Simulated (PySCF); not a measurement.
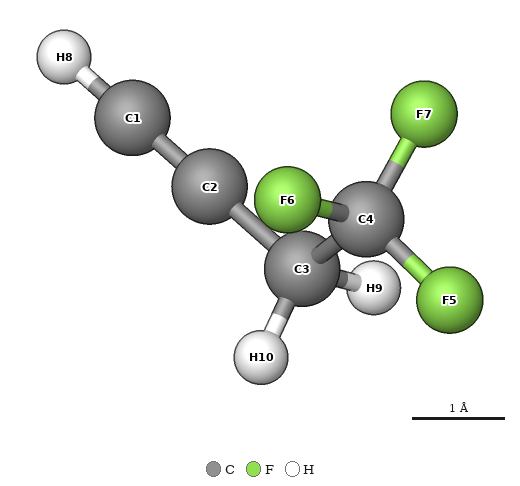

**Figure 1.** The input geometry of run A (ball-and-stick view, seen at a tilt; atoms are numbered from 1 in the order of the input). Bond lengths as drawn: C–C 1.21 to 1.52 Å, C–F 1.33 to 1.34 Å and C–H 1.07 to 1.10 Å.

## Two runs on C4H3F3

System: C4H3F3, SMILES C#CCC(F)(F)F.
Method of run A: GIAO HF/pcSseg-2 NMR shielding, non-relativistic, gas phase (PySCF 2.14.0).

The geometry comes from this level: PBE0-D3(BJ)/def2-SVP. Text and figures count atoms from 1; the logs count them from 0 in places.

### The input, run A
```
{"job": {"kind": "nmr", "xc": "HF", "basis": "pcSseg-2", "pop": false}, "charge": 0, "multiplicity": 1}
C      2.289984     0.317658    -0.058126
C      1.190702    -0.134205     0.162958
C     -0.133169    -0.673545     0.425580
C     -1.242096     0.355413     0.317718
F     -2.419957    -0.221142     0.576945
F     -1.307208     0.880820    -0.904016
F     -1.078731     1.352254     1.185461
H      3.268261     0.716945    -0.253435
H     -0.186073    -1.103474     1.438291
H     -0.371833    -1.481432    -0.284171
```

The first line tells a small driver script what to run in PySCF; the rest is the geometry in Å.

Hardware: 1 CPU thread, shared host.

### Output (run A)
```
final grid: 95760 points
cycle   1  E = -451.4586612772  dE =  1.505e+00  |g| = 9.860e-01  |ddm| = 2.778e+00
cycle   2  E = -451.5970452724  dE = -1.384e-01  |g| = 6.178e-01  |ddm| = 1.049e+00
cycle   3  E = -451.6563157072  dE = -5.927e-02  |g| = 8.101e-02  |ddm| = 3.802e-01
cycle   4  E = -451.6581623971  dE = -1.847e-03  |g| = 3.399e-02  |ddm| = 1.269e-01
cycle   5  E = -451.6584522573  dE = -2.899e-04  |g| = 9.475e-03  |ddm| = 4.494e-02
cycle   6  E = -451.6584778740  dE = -2.562e-05  |g| = 2.706e-03  |ddm| = 1.271e-02
cycle   7  E = -451.6584807362  dE = -2.862e-06  |g| = 6.660e-04  |ddm| = 5.102e-03
cycle   8  E = -451.6584810217  dE = -2.855e-07  |g| = 2.365e-04  |ddm| = 9.822e-04
cycle   9  E = -451.6584810854  dE = -6.366e-08  |g| = 1.177e-04  |ddm| = 4.110e-04
cycle  10  E = -451.6584811075  dE = -2.209e-08  |g| = 5.785e-05  |ddm| = 3.127e-04
cycle  11  E = -451.6584811133  dE = -5.871e-09  |g| = 2.463e-05  |ddm| = 1.384e-04
cycle  12  E = -451.6584811140  dE = -7.269e-10  |g| = 8.453e-06  |ddm| = 5.595e-05
converged SCF energy = -451.6584811140

GIAO shielding tensors (ppm)
atom      isotropic    diamagn.    paramagn.     s11        s22        s33       span
  0 C      108.926     262.947    -154.021     32.434     41.089    253.254    220.820
  1 C      114.928     254.810    -139.881     20.246     23.658    300.881    280.635
  2 C      166.801     245.471     -78.670    152.773    162.311    185.318     32.545
  3 C       75.731     237.006    -161.275     71.943     73.237     82.013     10.071
  4 F      294.230     465.647    -171.418    209.761    295.656    377.272    167.511
  5 F      298.496     468.293    -169.797    213.817    304.597    377.073    163.256
  6 F      298.694     466.715    -168.021    213.996    304.903    377.183    163.188
  7 H       29.246      33.513      -4.267     24.071     24.194     39.474     15.404
  8 H       28.982      27.786       1.196     24.051     28.424     34.473     10.422
  9 H       28.975      29.012      -0.037     24.061     28.415     34.449     10.388
```

For run B the input was changed thus:
```diff
-"xc": "HF"
-"basis": "pcSseg-2"
-"pop": false
+"xc": "PBE0"
+"basis": "pcSseg-1"
```

How does run B compare with run A?

The total energies belong to different models, so their difference says nothing on which is more stable or more accurate. The HOMO goes from −11.10 to −8.30 eV. The LUMO goes from 2.67 to 0.51 eV. The dipole moment goes from 2.21 to 1.91 D. Of all shieldings, the largest change is that of F5 and F6, by −40.5 ppm. The method changes from HF to PBE0. The SCF takes 14 iterations against 12. The basis functions go from 294 to 134.

### Output (run B)
```
coarse grid: 9464 points
cycle   1  E = -452.9935468901  dE =  1.118e+00  |g| = 8.962e-01  |ddm| = 3.009e+00
cycle   2  E = -452.8632486396  dE =  1.303e-01  |g| = 1.309e+00  |ddm| = 1.304e+00
cycle   3  E = -453.1305722296  dE = -2.673e-01  |g| = 1.236e-01  |ddm| = 7.399e-01
cycle   4  E = -453.1322351506  dE = -1.663e-03  |g| = 9.349e-02  |ddm| = 1.413e-01
cycle   5  E = -453.1343046994  dE = -2.070e-03  |g| = 1.906e-02  |ddm| = 6.319e-02
cycle   6  E = -453.1343858541  dE = -8.115e-05  |g| = 2.588e-03  |ddm| = 1.694e-02
cycle   7  E = -453.1343873748  dE = -1.521e-06  |g| = 5.201e-04  |ddm| = 2.457e-03
final grid: 95760 points
cycle   8  E = -453.1948058001  dE = -3.619e-05  |g| = 5.662e-03  |ddm| = 2.944e-02
cycle   9  E = -453.1948026468  dE =  3.153e-06  |g| = 7.413e-03  |ddm| = 9.620e-03
cycle  10  E = -453.1948123994  dE = -9.753e-06  |g| = 1.227e-03  |ddm| = 4.909e-03
cycle  11  E = -453.1948126864  dE = -2.870e-07  |g| = 5.175e-04  |ddm| = 1.101e-03
cycle  12  E = -453.1948127486  dE = -6.222e-08  |g| = 1.428e-04  |ddm| = 3.942e-04
cycle  13  E = -453.1948127528  dE = -4.179e-09  |g| = 1.613e-05  |ddm| = 9.702e-05
cycle  14  E = -453.1948127529  dE = -5.264e-11  |g| = 4.799e-06  |ddm| = 1.336e-05
converged SCF energy = -453.1948127529

GIAO shielding tensors (ppm)
atom      isotropic    diamagn.    paramagn.     s11        s22        s33       span
  0 C      104.765     257.195    -152.430     25.513     32.718    256.064    230.551
  1 C      107.965     263.775    -155.811     14.098     15.652    294.144    280.046
  2 C      156.628     247.543     -90.914    140.064    152.443    177.378     37.314
  3 C       55.224     240.776    -185.551     54.470     54.789     56.414      1.945
  4 F      253.764     470.915    -217.151    173.414    247.822    340.054    166.640
  5 F      258.030     474.190    -216.160    176.919    260.632    336.538    159.618
  6 F      258.328     472.854    -214.526    177.268    261.037    336.678    159.411
  7 H       29.190      32.553      -3.363     24.059     24.180     39.331     15.272
  8 H       28.513      26.529       1.985     23.858     28.209     33.473      9.616
  9 H       28.505      27.393       1.112     23.869     28.198     33.449      9.580
```

### The two runs side by side

```tsv
quantity	run A	run B
outcome	converged	converged
total energy (hartree)	−451.658481	−453.194813
HOMO (eV)	−11.10	−8.30
LUMO (eV)	2.67	0.51
dipole moment (D)	2.21	1.91
shielding of C1 (ppm)	108.9	104.8
shielding of C2 (ppm)	114.9	108.0
shielding of C3 (ppm)	166.8	156.6
shielding of C4 (ppm)	75.7	55.2
shielding of F5 (ppm)	294.2	253.8
shielding of F6 (ppm)	298.5	258.0
shielding of F7 (ppm)	298.7	258.3
SCF iterations	12	14
basis functions	294	134
wall time (shared host)	20 s	9.7 s
```
